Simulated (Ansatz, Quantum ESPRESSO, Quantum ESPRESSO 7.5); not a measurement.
## Al: work function by face

Aim: the work function of the low-index faces of Al, their order, and how far the functional matters.

Program: Quantum ESPRESSO 7.5. Level of theory: plane-wave DFT, PBE, PseudoDojo norm-conserving pseudopotentials (geometry and cross-check by Ansatz 0.2.0 with PAW datasets; geometry under PBE). Results are calculated unless marked as measured.

The experiments to compare with:

For Al (clean single-crystal faces), “Properties of real metallic surfaces: Effects of density functional semilocality and van der Waals nonlocality” (2017, arxiv:1702.08515) quotes earlier work: work function of (111) (clean (111) face) 4.32 eV; work function of (100) (clean (100) face) 4.32 eV; work function of (110) (clean (110) face) 4.23 eV.

## (1) The structure

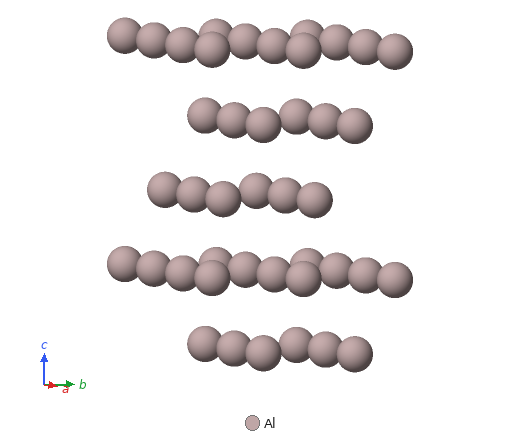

Start, viewed from the side, with the c axis up; aluminium light grey. 3×2×1 cells are drawn. Some periodic images of atoms are drawn too.

The cell holds 5 atoms: 5 Al. Its edges and angles: a = 2.864 Å, b = 2.864 Å, c = 25.353 Å, α = 90.0°, β = 90.0°, γ = 60.0°. It derives from Al. Vacuum lies along c.

## (2) Relaxation with Ansatz of (111)

The geometry comes first, from a plane-wave PAW code, so that the later runs on this slab share one structure.

input.yaml reads:

```yaml
crystal:
  lattice:
    - [2.8637824638, 0.0, 0.0]
    - [1.4318912319, 2.4801083646, 0.0]
    - [0.0, 0.0, 25.3530743609]
  atoms:
    - { symbol: Al, position: [0.6666666667, 0.6666666667, 0.315543586] }
    - { symbol: Al, position: [0.0, 0.0, 0.407771793] }
    - { symbol: Al, position: [0.3333333333, 0.3333333333, 0.5] }
    - { symbol: Al, position: [0.6666666667, 0.6666666667, 0.592228207] }
    - { symbol: Al, position: [0.0, 0.0, 0.684456414] }
kpoints:
  mp_grid: { grid: [12, 12, 1] }
hamiltonian:
  xc: pbe
scf:
  occupations: { method: fermi_dirac, width: 0.1 }
  convergence: { dr2_threshold: 1.0e-08 }
efield:
  axis: 3
  dipole_correction: true
  ramp_position: 0.97
  ramp_width: 0.04
relax:
  f_tol: 0.01
  constraints: [{ sites: [2] }]
output:
  write_potential: true
  write_density: true
  volumetric_format: npy
```

Run with:

```bash
$ ansatz run input.yaml --threads 2 --pin off --max-ram 4096MiB --backend cpu --events-out ev --progress --plain --runs-dir out
```

Numbers of over 12 decimals in the logs are rounded to 6 here.

What it wrote:

```text
Engine: ansatz 0.2.0, x86_64-unknown-linux-gnu
Pseudopotentials: kind: paw
Pseudopotential: Al, paw, valence charge 3, recommended cutoff 420 eV (normal), Al.paw.azcp
Functional definition: PBE
  parameter kappa = 0.804
  parameter beta = 0.066725
  exchange = pbe_x(kappa = kappa, mu = beta*pi^2/3)
  correlation = pbe_c(beta = beta)
Crystal: 5 atoms, lattice volume = 180.070 Å³
Basis set: ecut = 420 eV, 3541 PW (Γ), exchange–correlation on 40×40×360 points (8 copies of the dense FFT grid, shifted against one another)
Bands: 13, of which v1, the nominal top of the filled ones, is band 8 counted from 1 (7 counted from 0)
Symmetry: 6 space group operations
k-points: 19 of 144 (time reversal used)
Non-local potential: Al, projectors of the file, l = 0: 2, l = 1: 2, l = 2: 1
PAW form: soft (Blöchl's): semilocal exchange-correlation on the pseudo side does not see the compensation charge
PAW one-centre angular grid: Al, 110 points (default); XC on 64 Gauss nodes
Initial density: superposition of atomic densities (neutral atoms: chi_scale 0, normalization atom), corrected by the library's trained network
Initial wavefunctions: pseudopotential atomic-orbital guess
Functional: x = pbe(κ = 0.804, μ = 0.219515), c = pbe(β = 0.066725)
SCF iter   1: F=—  HF=-2686.826060 eV  |F-HF|=—  |Δ(HF+E_count)|=         —  Δρ=1.14e-3  dr2=3.70e-2  ethr=1.77e-3  p=0.000 e·Å  D=3.20e-4 V/Å  ΔV_dip=-0.01 eV  dr2_dipole=7.58e-5  V_vac-E_F(+/−)=3.97/3.98 eV  ⟨swp⟩=8.4  Hψ=2039  notcnv=0
efield: sawtooth ramp at fractional position 0.9700 (set: `efield.ramp_position`, or a place that a band, a saddle search or an elastic batch's reference lends), width 0.0400; the density the first Hamiltonian is built on has a dipole p = 0.000 e·Å; the dipole correction subtracts the counter field D = 3.20e-4 V/Å, which shifts the + side's vacuum level by -0.01 eV against the − side's; the planar-averaged density in the ramp window peaks in size at 9.1e-6 e/Å³
preconditioner: auto → LDOS  [metal: Δε(μ)=0.128 eV  Ē_g=6.771 eV  σ=0.100 eV  W_gap=0.31  n_scr=14 (ndim 8)  ℏωp=10.7 eV  f_vac=0.439  D(μ)=2.11/eV (n_scr^D=10)  β→1.0]
SCF iter   2: F=—  HF=-2686.824518 eV  |F-HF|=—  |Δ(HF+E_count)|=   1.54e-3  Δρ=3.28e-4  dr2=4.51e-4  ethr=2.47e-4  p=-0.000 e·Å  D=-6.21e-6 V/Å  ΔV_dip=0.00 eV  dr2_dipole=3.52e-6  V_vac-E_F(+/−)=4.11/4.10 eV  ⟨swp⟩=1.5  Hψ=438  notcnv=0  defer=5
SCF iter   3: F=—  HF=-2686.824645 eV  |F-HF|=—  |Δ(HF+E_count)|=   1.27e-4  Δρ=7.18e-5  dr2=9.28e-5  ethr=3.01e-6  p=0.000 e·Å  D=1.90e-5 V/Å  ΔV_dip=-0.00 eV  dr2_dipole=7.84e-9  V_vac-E_F(+/−)=4.12/4.12 eV  ⟨swp⟩=2.3  Hψ=440  notcnv=0  defer=5
SCF iter   4: F=—  HF=-2686.824621 eV  |F-HF|=—  |Δ(HF+E_count)|=   2.34e-5  Δρ=1.87e-5  dr2=5.79e-6  ethr=6.19e-7  p=0.000 e·Å  D=5.34e-6 V/Å  ΔV_dip=-0.00 eV  dr2_dipole=1.14e-8  V_vac-E_F(+/−)=4.12/4.12 eV  ⟨swp⟩=1.5  Hψ=271  notcnv=0  defer=5
SCF iter   5: F=—  HF=-2686.824625 eV  |F-HF|=—  |Δ(HF+E_count)|=   3.19e-6  Δρ=3.43e-6  dr2=5.19e-8  ethr=3.86e-8  p=0.000 e·Å  D=2.27e-6 V/Å  ΔV_dip=-0.00 eV  dr2_dipole=4.69e-10  V_vac-E_F(+/−)=4.12/4.12 eV  ⟨swp⟩=2.2  Hψ=334  notcnv=0  defer=5
SCF iter   6: F=-2686.824625 eV  HF=-2686.824625 eV  |F-HF|=4.87e-10  |Δ(HF+E_count)|=   1.41e-7  Δρ=1.10e-6  dr2=5.82e-9  ethr=6.67e-11  p=0.000 e·Å  D=7.47e-7 V/Å  ΔV_dip=-0.00 eV  dr2_dipole=2.76e-12  V_vac-E_F(+/−)=4.12/4.12 eV  ⟨swp⟩=9.9  Hψ=1666  notcnv=0
SCF 1 converged in 6 iterations: F = -2686.824625 eV  dr2 = 5.82e-9
  greatest PAW one-centre occupation: 0.462 electrons in one spin orbital (limit 2), on the Al atom at site 4 (counted from 0), in its partial waves of l = 0
relax step   1: F+E_penalty+E_count = -2686.82462478 eV  Δ(F+E_penalty+E_count) = +0.000e0 eV  max|allowed force component| = 7.749e-2 eV/Å  Δτ_max = 0.0000 Å  (6 SCF iters, accepted)
Initial density: handed on by an earlier stage of this run
Initial wavefunctions: those handed on with the density
iter 1 solved again at ethr=4.43e-5 eV; its pass at ethr=3.10e-3 eV (dr2=6.65e-3 eV) is discarded
SCF iter   1: F=—  HF=-2686.826986 eV  |F-HF|=—  |Δ(HF+E_count)|=         —  Δρ=6.43e-4  dr2=6.54e-3  ethr=4.43e-5  p=0.000 e·Å  D=7.43e-7 V/Å  ΔV_dip=-0.00 eV  dr2_dipole=3.13e-9  V_vac-E_F(+/−)=4.11/4.11 eV  ⟨swp⟩=1.6  Hψ=1076  notcnv=0  defer=5
efield: sawtooth ramp at fractional position 0.9700 (set: `efield.ramp_position`, or a place that a band, a saddle search or an elastic batch's reference lends), width 0.0400; the density the first Hamiltonian is built on has a dipole p = 0.000 e·Å; the dipole correction subtracts the counter field D = 7.43e-7 V/Å, which shifts the + side's vacuum level by -0.00 eV against the − side's; the planar-averaged density in the ramp window peaks in size at 3.6e-7 e/Å³
preconditioner: auto → LDOS  [metal: Δε(μ)=0.091 eV  Ē_g=6.750 eV  σ=0.100 eV  W_gap=0.22  n_scr=14 (ndim 8)  ℏωp=10.7 eV  f_vac=0.438  D(μ)=2.09/eV (n_scr^D=10)  β→1.0]
SCF iter   2: F=—  HF=-2686.826086 eV  |F-HF|=—  |Δ(HF+E_count)|=   9.00e-4  Δρ=4.33e-4  dr2=1.32e-3  ethr=4.36e-5  p=0.000 e·Å  D=7.20e-6 V/Å  ΔV_dip=-0.00 eV  dr2_dipole=9.82e-8  V_vac-E_F(+/−)=4.12/4.12 eV  ⟨swp⟩=2.1  Hψ=353  notcnv=0  defer=5
SCF iter   3: F=—  HF=-2686.825947 eV  |F-HF|=—  |Δ(HF+E_count)|=   1.39e-4  Δρ=6.54e-5  dr2=3.62e-5  ethr=8.82e-6  p=-0.000 e·Å  D=-3.32e-6 V/Å  ΔV_dip=0.00 eV  dr2_dipole=6.91e-10  V_vac-E_F(+/−)=4.11/4.11 eV  ⟨swp⟩=2.2  Hψ=384  notcnv=0  defer=5
SCF iter   4: F=—  HF=-2686.825891 eV  |F-HF|=—  |Δ(HF+E_count)|=   5.56e-5  Δρ=1.13e-5  dr2=5.04e-7  ethr=2.42e-7  p=0.000 e·Å  D=3.47e-6 V/Å  ΔV_dip=-0.00 eV  dr2_dipole=7.79e-10  V_vac-E_F(+/−)=4.11/4.11 eV  ⟨swp⟩=2.3  Hψ=390  notcnv=0  defer=5
SCF iter   5: F=—  HF=-2686.825892 eV  |F-HF|=—  |Δ(HF+E_count)|=   8.21e-7  Δρ=2.38e-6  dr2=1.93e-8  ethr=3.36e-9  p=0.000 e·Å  D=6.59e-7 V/Å  ΔV_dip=-0.00 eV  dr2_dipole=4.59e-12  V_vac-E_F(+/−)=4.11/4.11 eV  ⟨swp⟩=2.7  Hψ=417  notcnv=0  defer=5
SCF iter   6: F=-2686.825892 eV  HF=-2686.825892 eV  |F-HF|=1.53e-9  |Δ(HF+E_count)|=   2.06e-8  Δρ=4.97e-7  dr2=8.10e-10  ethr=6.67e-11  p=0.000 e·Å  D=1.07e-6 V/Å  ΔV_dip=-0.00 eV  dr2_dipole=3.16e-13  V_vac-E_F(+/−)=4.11/4.11 eV  ⟨swp⟩=9.1  Hψ=1525  notcnv=0
SCF 2 converged in 6 iterations: F = -2686.825892 eV  dr2 = 8.10e-10
  greatest PAW one-centre occupation: 0.462 electrons in one spin orbital (limit 2), on the Al atom at site 0 (counted from 0), in its partial waves of l = 0
relax step   2: F+E_penalty+E_count = -2686.82589206 eV  Δ(F+E_penalty+E_count) = -1.267e-3 eV  max|allowed force component| = 2.645e-2 eV/Å  Δτ_max = 0.0183 Å  (6 SCF iters, accepted)
SCF iter   1: F=—  HF=-2686.826172 eV  |F-HF|=—  |Δ(HF+E_count)|=         —  Δρ=1.69e-4  dr2=4.65e-4  ethr=2.95e-5  p=0.000 e·Å  D=1.07e-6 V/Å  ΔV_dip=-0.00 eV  dr2_dipole=7.64e-10  V_vac-E_F(+/−)=4.11/4.11 eV  ⟨swp⟩=2.7  Hψ=758  notcnv=0  defer=5
efield: sawtooth ramp at fractional position 0.9700 (set: `efield.ramp_position`, or a place that a band, a saddle search or an elastic batch's reference lends), width 0.0400; the density the first Hamiltonian is built on has a dipole p = 0.000 e·Å; the dipole correction subtracts the counter field D = 1.07e-6 V/Å, which shifts the + side's vacuum level by -0.00 eV against the − side's; the planar-averaged density in the ramp window peaks in size at 4.0e-7 e/Å³
preconditioner: auto → LDOS  [metal: Δε(μ)=0.087 eV  Ē_g=6.756 eV  σ=0.100 eV  W_gap=0.21  n_scr=14 (ndim 8)  ℏωp=10.7 eV  f_vac=0.438  D(μ)=2.12/eV (n_scr^D=10)  β→1.0]
SCF iter   2: F=—  HF=-2686.826104 eV  |F-HF|=—  |Δ(HF+E_count)|=   6.78e-5  Δρ=1.12e-4  dr2=8.46e-5  ethr=3.10e-6  p=0.000 e·Å  D=1.28e-6 V/Å  ΔV_dip=-0.00 eV  dr2_dipole=7.15e-9  V_vac-E_F(+/−)=4.11/4.11 eV  ⟨swp⟩=2.1  Hψ=469  notcnv=0  defer=5
SCF iter   3: F=—  HF=-2686.826052 eV  |F-HF|=—  |Δ(HF+E_count)|=   5.19e-5  Δρ=1.53e-5  dr2=1.74e-6  ethr=5.64e-7  p=0.000 e·Å  D=5.07e-7 V/Å  ΔV_dip=-0.00 eV  dr2_dipole=2.67e-9  V_vac-E_F(+/−)=4.11/4.11 eV  ⟨swp⟩=2.3  Hψ=360  notcnv=0  defer=5
SCF iter   4: F=—  HF=-2686.826055 eV  |F-HF|=—  |Δ(HF+E_count)|=   3.44e-6  Δρ=3.06e-6  dr2=4.56e-8  ethr=1.16e-8  p=0.000 e·Å  D=1.44e-6 V/Å  ΔV_dip=-0.00 eV  dr2_dipole=3.39e-11  V_vac-E_F(+/−)=4.11/4.11 eV  ⟨swp⟩=2.4  Hψ=399  notcnv=0  defer=5
SCF iter   5: F=-2686.826055 eV  HF=-2686.826055 eV  |F-HF|=1.67e-9  |Δ(HF+E_count)|=   2.84e-8  Δρ=6.24e-7  dr2=1.23e-9  ethr=6.67e-11  p=0.000 e·Å  D=4.97e-7 V/Å  ΔV_dip=-0.00 eV  dr2_dipole=6.63e-14  V_vac-E_F(+/−)=4.11/4.11 eV  ⟨swp⟩=9.4  Hψ=1571  notcnv=0
SCF 3 converged in 5 iterations: F = -2686.826055 eV  dr2 = 1.23e-9
relax step   3: F+E_penalty+E_count = -2686.82605550 eV  Δ(F+E_penalty+E_count) = -1.634e-4 eV  max|allowed force component| = 8.008e-4 eV/Å  Δτ_max = 0.0047 Å  (5 SCF iters, accepted)
NSCF: frozen V_eff on 19 k-points
the band table was solved once a step of the walk had ended and its energy, with any forces and stress, was formed, with the checks that follow a solve (2346 applications of the Hamiltonian). They found nothing against the state; the energy, forces and stress were not computed again (output.eigenvalues in the input reference)
WARN: The output density's exchange-correlation potential varies sharply where the density is thin. Do not read a vacuum level from v_tot or v_xc, or from such a field of the output density. On a cell that repeats whose density bears no net charge and no dipole along the vacuum's axis use v_es (v_loc + v_h of the components); under efield.dipole_correction with no amplitude use v_es + v_field, which holds any externa [...]
SCF converged after 5 iterations
Free energy (F): -2686.826055 eV
Harris-Foulkes:  -2686.826055 eV  (|F-HF|=1.67e-9)
Internal energy: -2686.757213 eV  (E = F + TS)
E sigma→0 (E₀):  -2686.791634 eV
Entropy (-TS):   -0.068843 eV (-13.769 meV/atom)
Fermi energy:    1.468536 eV
Dipole field:    D = 0.000000 V/Å  (p = 0.000000 e·Å, saw-weighted, corrected)
Work function:   Φ+ = 4.1146 eV   Φ− = 4.1146 eV
Levels:          The Fermi level and band energies are counted from a zero that moves with the ramp; work functions are not
--- Per-component energies (eV) ---
  E_band       = -40.955192
  E_kinetic    = 109.533362
  E_local      = -3483.232025  (includes V_loc(G=0)·N_el)
  E_nonlocal   = 51.942112
  E_hartree    = 1720.223779
  E_xc         = -196.229333
  E_vxc        = -141.506447  (∫ρ·V_xc dr)
  E_paw        = -2336.472665  (= ΣΔE_a)
  E_vpaw       = -18.138692  (= ΣTr[D̂ρ^β])
  E_aug_tail   = -0.000011  (compensation charges beyond the density's cutoff)
  E_efield     = 0.000000  (sawtooth field / dipole correction)
  E_vefield    = -0.000001  (∫n·V_field dr)
  E_ewald      = 1447.477569
  E_smearing   = -0.068843  (= −TS)
  E_closure    = 0.000000  (closes the sum)
  Σ components = -2686.826055   (vs F -2686.826055, Δ=0.00e0)
--- Forces (eV/Å), atoms counted from 1 ---
  atom   1  Al     0.00000000     0.00000000    -0.00080084
  atom   2  Al     0.00000000     0.00000000     0.00059548
  atom   3  Al    -0.00000000    -0.00000000    -0.00001302
  atom   4  Al     0.00000000    -0.00000000    -0.00056351
  atom   5  Al     0.00000000    -0.00000000     0.00077978
  max |Σ_I F_I| component: 2.11e-6 eV/Å
--- Band table (eV; the first three rows and the last of 19) ---
  k-point 0: bands = [... 4 lower, -4.1590, -2.1080, 0.3032, 2.6478, 4.4874, 5.4609, 5.7240, 7.2137, ... 1 higher]
  k-point 1: bands = [... 4 lower, -3.9950, -1.9517, 0.4591, 2.8013, 4.6450, 5.6233, 5.8867, 7.3647, ... 1 higher]
  k-point 2: bands = [... 4 lower, -3.5054, -1.4834, 0.9224, 3.2475, 5.0866, 6.0680, 6.3275, 6.7657, ... 1 higher]
  k-point 18: bands = [... 4 lower, -0.8997, -0.8997, -0.0872, -0.0872, 0.4097, 1.1754, 2.1202, 2.1202, ... 1 higher]
--- Relaxed structure (3 steps of the walk, 3 accepted, 0 SCFs on fresh bases) ---
  F+E_penalty+E_count = -2686.82605550 eV   max|allowed force component| = 8.008e-4 eV/Å
  atoms:
    - { symbol: Al, position: [0.666667, 0.666667, 0.315006] }
    - { symbol: Al, position: [2.164477857728632e-19, 0, 0.408102] }
    - { symbol: Al, position: [0.333333, 0.333333, 0.5] }
    - { symbol: Al, position: [0.666667, 0.666667, 0.591898] }
    - { symbol: Al, position: [3.5238301720255453e-19, 0, 0.684994] }
```

Elapsed: 5.4 s, on 2 threads of Intel Xeon Platinum 8375C at 2.90GHz (Ice Lake), shared host; peak memory 0.44 GiB.

The steps of the relaxation:

| step | energy less that of the first step (eV) | largest force component (eV/Å) |
| --- | --- | --- |
| 1 | 0.0000 | 0.0775 |
| 2 | -0.0013 | 0.0264 |
| 3 | -0.0014 | 0.0008 |

Forces are held to the 6 operations that the run works with; a distortion that breaks them can't arise in this run.

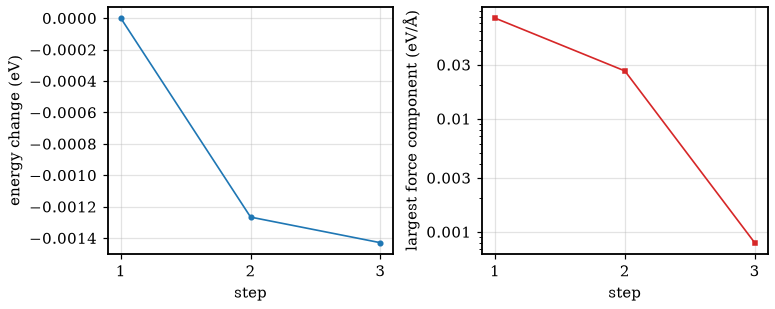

Energy and largest force along the relaxation.

The atoms that moved most (Å):

| atom | dx | dy | dz | length |
| --- | --- | --- | --- | --- |
| Al5 | 0.000 | 0.000 | 0.014 | 0.014 |
| Al1 | 0.000 | 0.000 | -0.014 | 0.014 |
| Al4 | 0.000 | 0.000 | -0.008 | 0.008 |
| Al2 | 0.000 | 0.000 | 0.008 | 0.008 |

 Held were the atoms numbered 3; the forces quoted are those on the free ones.

Numbers from this step:

- free energy: -2686.8261 eV
- energy at zero smearing: -2686.7916 eV
- smearing term TS: 0.06884 eV
- Fermi energy: 1.469 eV
- symmetry operations: 6
- work function of the upper face: 4.115 eV
- work function of the lower face: 4.115 eV
- dipole along the normal: 1.31e-7 e·Å

(Continued in part 2 of 6.)

[Logs are printed without paths, hosts, clocks, repeated set-up lines and the standing remarks that a program may print on its own settings, such as how far it seeks lower states.]

[Hosts, paths, dates, database ids (printed as entryN), source tags and the programs' standing remarks are cut or masked in the printed files.]

[Maps of the electrostatic potential energy from Ansatz leave out the sawtooth potential of an applied field or a dipole correction, so their vacuum need not be flat; planar profiles and work functions include it.]
